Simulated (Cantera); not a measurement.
A closed system holds: 1 mol MgO, 0.88 mol SO3, 1.7 mol H2O, equilibrated at 1500 K.

Cantera equilibrium calculation (NASA polynomials, part measured and part estimated; ideal gas, pure solids and liquids). Candidate condensed phases: H2O, H2SO4, Mg, MgO, Mg(OH)2, MgS, MgSO4, S; 26 gas species. Mutual solubility and eutectic melting of coexisting phases are not modelled. Kinetics and transport are ignored.

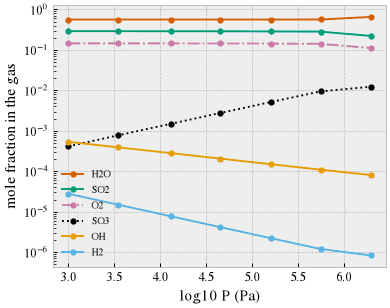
Figure. Equilibrium gas composition (values under 1e-9 drawn at 1e-9)

Problem. Read off the mole fractions at 20.0 bar.

Solution. H2O about 0.65, SO2 about 0.22, O2 about 0.11, SO3 about 0.012, OH about 8.1e-5, H2 about 8.3e-7.
